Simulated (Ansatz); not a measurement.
# C2H3BFN: two geometries relaxed

Aim: relax the geometries before and after the rotation by 120° about the C1–B2 bond, and see whether they are two minima and how far apart in energy. SMILES of the start: CB(F)C#N.

Method: RKS PBE-D4/6-31G*, in Ansatz 0.2.0.

### Step 1. Starting point

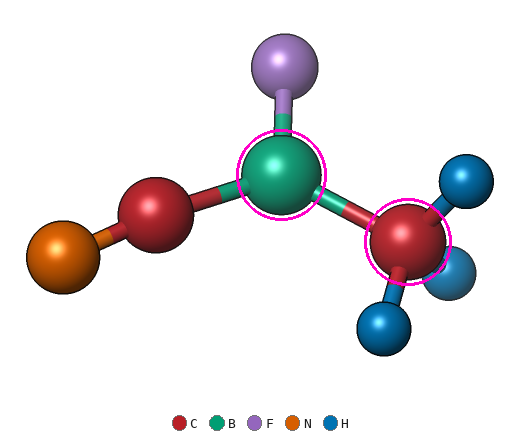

Start, viewed from a chosen angle; carbon red, boron teal, fluorine purple, nitrogen orange, hydrogen blue. Ringed: C1, B2.

As a file:

```xyz
8

C    -0.3409   -0.6885    0.7567
B     0.5187    0.0118   -0.3775
F     1.7414   -0.6059   -0.7545
C     0.1577    1.3189   -1.0813
N    -0.2454    2.2759   -1.6235
H    -1.3086   -0.0246    0.8980
H    -0.6473   -1.6670    0.4361
H     0.2165   -0.6776    1.6902
```

### Step 2. End point A

input.yaml

```yaml
crystal:
  periodic: [false, false, false]
  atoms:
    - { symbol: C, position_ang: [-0.3409, -0.6885, 0.7567] }
    - { symbol: B, position_ang: [0.5187, 0.0118, -0.3775] }
    - { symbol: F, position_ang: [1.7414, -0.6059, -0.7545] }
    - { symbol: C, position_ang: [0.1577, 1.3189, -1.0813] }
    - { symbol: "N", position_ang: [-0.2454, 2.2759, -1.6235] }
    - { symbol: H, position_ang: [-1.3086, -0.0246, 0.898] }
    - { symbol: H, position_ang: [-0.6473, -1.667, 0.4361] }
    - { symbol: H, position_ang: [0.2165, -0.6776, 1.6902] }
basis:
  gaussian: { orbitals: "6-31G*" }
hamiltonian:
  xc: pbe
  dispersion: d4
relax:
  f_tol: 0.015
  max_steps: 40
```

On the command line:

```console
$ ansatz run input.yaml --threads 1 --pin off --max-ram 2048MiB --backend cpu --events-out ev --progress --plain --runs-dir out
```

The log of the run, cut to the lines that bear on the results:

```text
Warning: RAYON_NUM_THREADS=1 ignored (pool sized by the plan → 1); use --threads N
[...]
Functional definition: PBE
[...]
903 factors; their error is unknown
[...]
mean field -6998.75501234 eV, -257.1995027768 hartree, gradient 1.7e-5 eV, S^2 0.000000; 0 other end points of the search recorded, 0 dependent functions left out
[...]
reference -6998.75503161 eV, -257.1995034850 hartree; 18, 18 occupied and 63, 63 virtual orbitals, 903 factors
relax step   1: F+E_penalty+E_count = -6998.87661809 eV  Δ(F+E_penalty+E_count) = +0.000e0 eV  max|allowed force component| = 3.107e0 eV/Å  Δτ_max = 0.0000 Å  (28 SCF iters, accepted)
[...]
relax step   4: F+E_penalty+E_count = -6999.16519630 eV  Δ(F+E_penalty+E_count) = -4.741e-2 eV  max|allowed force component| = 1.012e0 eV/Å  Δτ_max = 0.2000 Å  (35 SCF iters, accepted)
[...]
relax step   7: F+E_penalty+E_count = -6999.18640753 eV  Δ(F+E_penalty+E_count) = -1.245e-3 eV  max|allowed force component| = 6.615e-2 eV/Å  Δτ_max = 0.0321 Å  (31 SCF iters, accepted)
[...]
relax step  10: F+E_penalty+E_count = -6999.18839910 eV  Δ(F+E_penalty+E_count) = -9.727e-4 eV  max|allowed force component| = 1.399e-1 eV/Å  Δτ_max = 0.0661 Å  (30 SCF iters, accepted)
[...]
relax step  11: F+E_penalty+E_count = -6999.18755701 eV  Δ(F+E_penalty+E_count) = +8.421e-4 eV  max|allowed force component| = 1.353e-1 eV/Å  Δτ_max = 0.0255 Å  (31 SCF iters, rejected (line search))
[...]
relax step  12: F+E_penalty+E_count = -6999.18927149 eV  Δ(F+E_penalty+E_count) = -8.724e-4 eV  max|allowed force component| = 3.289e-2 eV/Å  Δτ_max = 0.0124 Å  (31 SCF iters, accepted)
[...]
903 factors; their error is unknown
mean field -6999.06820033 eV, -257.2110122232 hartree, gradient 6.5e-6 eV, S^2 0.000000; 0 other end points of the search recorded, 0 dependent functions left out
[...]
reference -6999.06821978 eV, -257.2110129381 hartree; 18, 18 occupied and 63, 63 virtual orbitals, 903 factors
```

### Step 3. More of the same log: end point A relaxed

The log, continued, cut to the lines that bear on the results:

```text
relax step  13: F+E_penalty+E_count = -6999.19030163 eV  Δ(F+E_penalty+E_count) = -1.030e-3 eV  max|allowed force component| = 2.022e-2 eV/Å  Δτ_max = 0.0477 Å  (30 SCF iters, accepted)
[...]
relax step  15: F+E_penalty+E_count = -6999.19081721 eV  Δ(F+E_penalty+E_count) = -5.156e-4 eV  max|allowed force component| = 7.858e-2 eV/Å  Δτ_max = 0.0549 Å  (30 SCF iters, accepted)
[...]
relax step  17: F+E_penalty+E_count = -6999.19150602 eV  Δ(F+E_penalty+E_count) = -8.311e-5 eV  max|allowed force component| = 8.087e-2 eV/Å  Δτ_max = 0.0168 Å  (30 SCF iters, accepted)
[...]
relax step  19: F+E_penalty+E_count = -6999.19242002 eV  Δ(F+E_penalty+E_count) = -1.871e-4 eV  max|allowed force component| = 1.671e-2 eV/Å  Δτ_max = 0.0255 Å  (30 SCF iters, accepted)
[...]
reference -6999.07049577 eV, -257.2110965793 hartree; 18, 18 occupied and 63, 63 virtual orbitals, 903 factors
Total energy: -6999.19270801 eV, -257.2155877961 hartree
Atom 0 at    -0.344358    -0.660759     0.729953 Å, force     0.004292     0.001882    -0.002288 eV/Å
Atom 1 at     0.449602    -0.094382    -0.487896 Å, force    -0.004014    -0.004920     0.003049 eV/Å
Atom 2 at     1.336732    -0.825128    -1.167434 Å, force     0.000609    -0.000305    -0.000979 eV/Å
Atom 3 at     0.250966     1.372257    -0.974158 Å, force     0.000571     0.004762    -0.001542 eV/Å
Atom 4 at     0.064125     2.485250    -1.301891 Å, force     0.000333    -0.000985     0.000548 eV/Å
Atom 5 at    -1.432041    -0.524871     0.585412 Å, force    -0.000281    -0.000584    -0.000207 eV/Å
Atom 6 at    -0.135232    -1.725328     0.918336 Å, force     0.000154     0.000385     0.000529 eV/Å
Atom 7 at    -0.097694    -0.084040     1.641879 Å, force    -0.001663    -0.000234     0.000890 eV/Å
Dipole moment:    -0.087851    -0.513155     0.362275 e Å
```

Run time: 43 s. Hardware: 1 thread of Arm Neoverse V2, shared host; peak memory 0.14 GiB.

Relaxation path:

| step | energy from step 1 (eV) | largest force component (eV/Å) |
| --- | --- | --- |
| 1 | 0.0000 | 3.1071 |
| 2 | -0.2307 | 1.3074 |
| 3 | -0.2412 | 1.0953 |
| 4 | -0.2886 | 1.0123 |
| 5 | -0.3069 | 0.1732 |
| 6 | -0.3085 | 0.1025 |
| 7 | -0.3098 | 0.0662 |
| 8x | -0.2949 | 0.5769 |
| 9 | -0.3108 | 0.0447 |
| 10 | -0.3118 | 0.1399 |
| 11x | -0.3109 | 0.1353 |
| 12 | -0.3127 | 0.0329 |
| 13 | -0.3137 | 0.0202 |
| 14x | -0.3134 | 0.1721 |
| 15 | -0.3142 | 0.0786 |
| 16 | -0.3148 | 0.0823 |
| 17 | -0.3149 | 0.0809 |
| 18 | -0.3156 | 0.0093 |
| 19 | -0.3158 | 0.0167 |
| 20 | -0.3159 | 0.0545 |
| 21 | -0.3160 | 0.0278 |
| 22 | -0.3161 | 0.0049 |

Step 1 is the start. 3 steps were tried and not accepted (marked x).

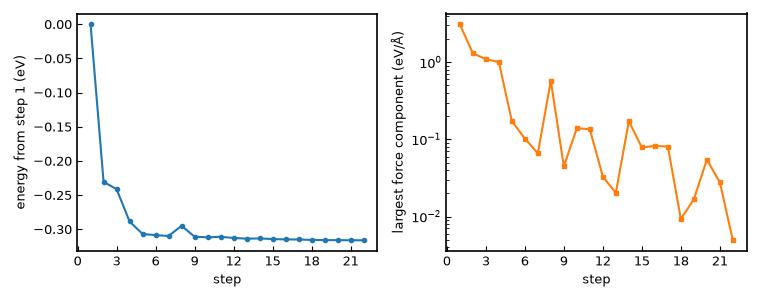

How energy and force went from step to step.

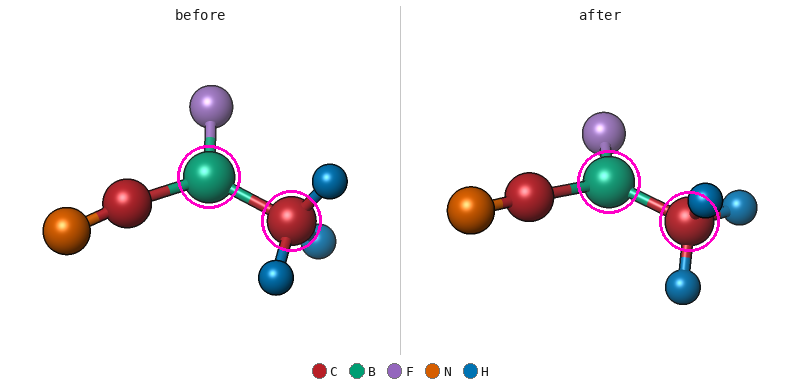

The structure before (left) and after (right), drawn at the same scale.

After: Bond lengths: C1–B2 1.560 Å, B2–F3 1.335 Å, B2–C4 1.558 Å, C4–N5 1.175 Å, C1–H6 1.106 Å, C1–H7 1.101 Å, C1–H8 1.107 Å. Angles: C1–B2–F3 122.5°, C1–B2–C4 121.4°, F3–B2–C4 116.2°, B2–C1–H6 110.7°, B2–C1–H7 112.8°, B2–C1–H8 109.9°, H6–C1–H7 109.1°, H6–C1–H8 105.2°, H7–C1–H8 108.7°, B2–C4–N5 177.4°.

### Step 4. End point B

The second end starts from a geometry with the move made by hand.

input.yaml: that of step 2 with these lines changed.

```diff
@@ -5,5 +5,5 @@
     - { symbol: B, position_ang: [0.5187, 0.0118, -0.3775] }
-    - { symbol: F, position_ang: [1.7414, -0.6059, -0.7545] }
-    - { symbol: C, position_ang: [0.1577, 1.3189, -1.0813] }
-    - { symbol: "N", position_ang: [-0.2454, 2.2759, -1.6235] }
+    - { symbol: F, position_ang: [-0.0832, 0.17718, -1.65384] }
+    - { symbol: C, position_ang: [1.95879, 0.49808, -0.22308] }
+    - { symbol: "N", position_ang: [3.02675, 0.91563, 0.01655] }
     - { symbol: H, position_ang: [-1.3086, -0.0246, 0.898] }
```

On the command line:

```console
$ ansatz run input.yaml --threads 1 --pin off --max-ram 2048MiB --backend cpu --events-out ev --progress --plain --runs-dir out
```

The log of the run, cut to the lines that bear on the results:

```text
Warning: RAYON_NUM_THREADS=1 ignored (pool sized by the plan → 1); use --threads N
[...]
[... 1 set-up line as earlier in the session ...]
[...]
903 factors; their error is unknown
[...]
mean field -6998.79011735 eV, -257.2007928624 hartree, gradient 2.8e-5 eV, S^2 0.000000; 0 other end points of the search recorded, 0 dependent functions left out
[...]
reference -6998.79013660 eV, -257.2007935696 hartree; 18, 18 occupied and 63, 63 virtual orbitals, 903 factors
relax step   1: F+E_penalty+E_count = -6998.91148878 eV  Δ(F+E_penalty+E_count) = +0.000e0 eV  max|allowed force component| = 2.821e0 eV/Å  Δτ_max = 0.0000 Å  (29 SCF iters, accepted)
[...]
relax step   5: F+E_penalty+E_count = -6999.18156707 eV  Δ(F+E_penalty+E_count) = -5.562e-3 eV  max|allowed force component| = 1.014e-1 eV/Å  Δτ_max = 0.0208 Å  (30 SCF iters, accepted)
[...]
relax step   9: F+E_penalty+E_count = -6999.18291025 eV  Δ(F+E_penalty+E_count) = -8.132e-4 eV  max|allowed force component| = 2.204e-2 eV/Å  Δτ_max = 0.0477 Å  (31 SCF iters, accepted)
[...]
relax step  13: F+E_penalty+E_count = -6999.16952545 eV  Δ(F+E_penalty+E_count) = +1.685e-2 eV  max|allowed force component| = 5.412e-1 eV/Å  Δτ_max = 0.1960 Å  (36 SCF iters, rejected (line search))
[...]
relax step  16: F+E_penalty+E_count = -6999.18862721 eV  Δ(F+E_penalty+E_count) = -2.987e-4 eV  max|allowed force component| = 1.038e-1 eV/Å  Δτ_max = 0.0174 Å  (31 SCF iters, accepted)
[...]
relax step  17: F+E_penalty+E_count = -6999.18972031 eV  Δ(F+E_penalty+E_count) = -1.093e-3 eV  max|allowed force component| = 9.933e-2 eV/Å  Δτ_max = 0.0300 Å  (31 SCF iters, accepted)
[...]
903 factors; their error is unknown
mean field -6999.06822188 eV, -257.2110130154 hartree, gradient 7.3e-6 eV, S^2 0.000000; 0 other end points of the search recorded, 0 dependent functions left out
[...]
reference -6999.06824142 eV, -257.2110137332 hartree; 18, 18 occupied and 63, 63 virtual orbitals, 903 factors
```

### Step 5. The log goes on: end point B relaxed

Output, continued, cut to the lines that bear on the results:

```text
relax step  18: F+E_penalty+E_count = -6999.19024112 eV  Δ(F+E_penalty+E_count) = -5.208e-4 eV  max|allowed force component| = 1.031e-1 eV/Å  Δτ_max = 0.0396 Å  (31 SCF iters, accepted)
[...]
relax step  21: F+E_penalty+E_count = -6999.19183271 eV  Δ(F+E_penalty+E_count) = -4.498e-4 eV  max|allowed force component| = 1.386e-1 eV/Å  Δτ_max = 0.0285 Å  (29 SCF iters, accepted)
[...]
relax step  24: F+E_penalty+E_count = -6999.19245570 eV  Δ(F+E_penalty+E_count) = -3.542e-4 eV  max|allowed force component| = 9.180e-2 eV/Å  Δτ_max = 0.0149 Å  (31 SCF iters, accepted)
[...]
relax step  27: F+E_penalty+E_count = -6999.19271932 eV  Δ(F+E_penalty+E_count) = -2.992e-5 eV  max|allowed force component| = 1.868e-2 eV/Å  Δτ_max = 0.0185 Å  (29 SCF iters, accepted)
[...]
reference -6999.07055798 eV, -257.2110988652 hartree; 18, 18 occupied and 63, 63 virtual orbitals, 903 factors
Total energy: -6999.19277461 eV, -257.2155902436 hartree
Atom 0 at    -0.361664    -0.644717     0.717308 Å, force     0.001381     0.001807    -0.004158 eV/Å
Atom 1 at     0.543512    -0.144025    -0.450663 Å, force     0.003478    -0.003169     0.007806 eV/Å
Atom 2 at     0.270227    -0.404134    -1.731262 Å, force    -0.001866     0.000305    -0.007600 eV/Å
Atom 3 at     1.828358     0.694229    -0.178435 Å, force    -0.002067    -0.001251     0.002860 eV/Å
Atom 4 at     2.787139     1.321902     0.081931 Å, force     0.000816     0.001583    -0.001757 eV/Å
Atom 5 at    -0.725159     0.211986     1.315255 Å, force    -0.001347     0.003129     0.002795 eV/Å
Atom 6 at    -1.227365    -1.227805     0.366775 Å, force    -0.002285    -0.001461    -0.000794 eV/Å
Atom 7 at     0.225692    -1.262445     1.422220 Å, force     0.001888    -0.000943     0.000848 eV/Å
Dipole moment:    -0.526251    -0.325588     0.138299 e Å
```

It took 57 s on 1 thread of Arm Neoverse V2, shared host; peak memory 0.14 GiB.

Step by step, one in 2:

| step | energy from step 1 (eV) | largest force component (eV/Å) |
| --- | --- | --- |
| 1 | 0.0000 | 2.8211 |
| 3 | -0.2182 | 0.7634 |
| 5 | -0.2701 | 0.1014 |
| 7 | -0.2706 | 0.0266 |
| 9 | -0.2714 | 0.0220 |
| 11 | -0.2730 | 0.0795 |
| 13x | -0.2580 | 0.5412 |
| 15 | -0.2768 | 0.1122 |
| 17 | -0.2782 | 0.0993 |
| 19 | -0.2793 | 0.1122 |
| 21 | -0.2803 | 0.1386 |
| 23x | -0.2774 | 0.2191 |
| 25 | -0.2811 | 0.0044 |
| 27 | -0.2812 | 0.0187 |
| 29x | -0.2812 | 0.0377 |
| 30 | -0.2813 | 0.0078 |

Step 1 is the start. 4 steps were tried and not accepted (marked x).

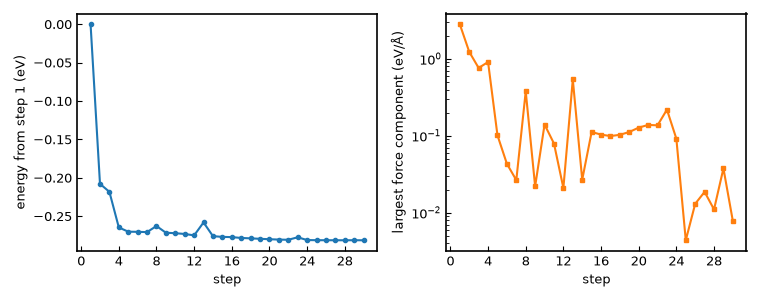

How energy and force went from step to step.

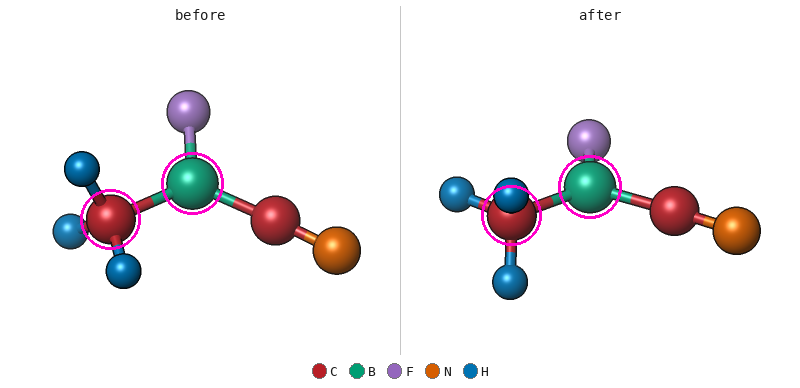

Before and after, at one scale.

After: Bond lengths: C1–B2 1.560 Å, B2–F3 1.335 Å, B2–C4 1.558 Å, C4–N5 1.175 Å, C1–H6 1.106 Å, C1–H7 1.101 Å, C1–H8 1.106 Å. Angles: C1–B2–F3 122.5°, C1–B2–C4 121.4°, F3–B2–C4 116.2°, B2–C1–H6 110.3°, B2–C1–H7 112.8°, B2–C1–H8 110.4°, H6–C1–H7 108.9°, H6–C1–H8 105.2°, H7–C1–H8 108.9°, B2–C4–N5 177.3°.

### Step 6. Results

| quantity | value |
| --- | --- |
| end A | 18 moves, 0.316 eV lower |
| end B | 25 moves, 0.281 eV lower |
| largest difference between the ends | 0.05 Å |
| end B relative to end A | -0.000 eV |

The two relaxations end at one structure, within 0.05 Å: no second minimum was found from this start, which doesn't rule one out.
